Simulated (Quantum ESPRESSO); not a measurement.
Density of states of LaAl2Ag3 (P6/mmm, 6 atoms in the cell).

```yaml
crystal:
  lattice:
    - [5.56500, 0.00000, 0.00000]
    - [-2.78250, 4.81943, 0.00000]
    - [0.00000, 0.00000, 4.52100]
  atoms:
    - { symbol: Al, position: [0.33333, 0.66667, 0.00000] }
    - { symbol: Al, position: [0.66667, 0.33333, 0.00000] }
    - { symbol: La, position: [0.00000, 0.00000, 0.00000] }
    - { symbol: Ag, position: [0.50000, 0.00000, 0.50000] }
    - { symbol: Ag, position: [0.50000, 0.50000, 0.50000] }
    - { symbol: Ag, position: [0.00000, 0.50000, 0.50000] }
```

Method of the run: PBEsol, GBRV 1.5 ultrasoft (PBESOL) pseudopotentials (plane waves; Quantum ESPRESSO).

SCF settings: ecutwfc = 40 Ry; ecutrho = 320 Ry; occupations = smearing; smearing = marzari-vanderbilt; degauss = 0.0099958 Ry; potentials = {Al: al_pbesol_v1.uspp.F.UPF, La: la_pbesol_v1.uspp.F.UPF, Ag: ag_pbesol_v1.4.uspp.F.UPF}; K_POINTS = automatic 5 5 5 0 0 0; conv_thr = 1e-10 Ry. Keys of the DOS step: nscf.calculation = nscf; nscf.nbnd = 46; nscf.startingwfc = random; nscf.diago_thr_init = 1e-06; nscf.diagonalization = cg; nscf.K_POINTS = automatic 8 8 8 0 0 0; dos.x.fildos = dos.dat; dos.x.Emin = -15 eV; dos.x.Emax = 30 eV; dos.x.DeltaE = 0.05 eV; dos.x.ngauss = 0; dos.x.degauss = 0.00735 Ry.

The starting cell comes from a database of published, mostly measured structures (it also holds non-ambient and calculated ones), without a prior relaxation at this level.

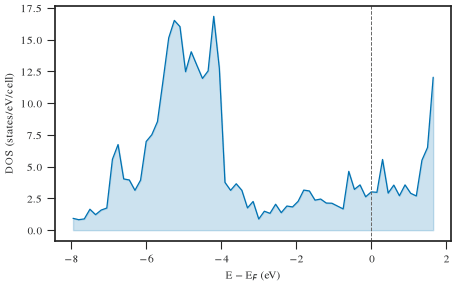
*Total density of states, both spins summed.*

Total DOS (both spins), as means of the tabulated values in each energy bin; the zero is the program's Fermi level or highest filled level, and the curve is cut to this window:

```
E (eV)  states/eV/cell
------  --------------
-7.75             1.07
-7.25             1.52
-6.75             5.45
-6.25             4.50
-5.75             9.29
-5.25             15.9
-4.75             12.9
-4.25             14.0
-3.75             3.52
-3.25             2.01
-2.75             1.62
-2.25             1.70
-1.75             2.72
-1.25             2.24
-0.75             2.73
-0.25             3.11
0.25              3.82
0.75              3.28
1.25              4.41
```

Around zero the curve holds about 3.0 states/eV/cell.
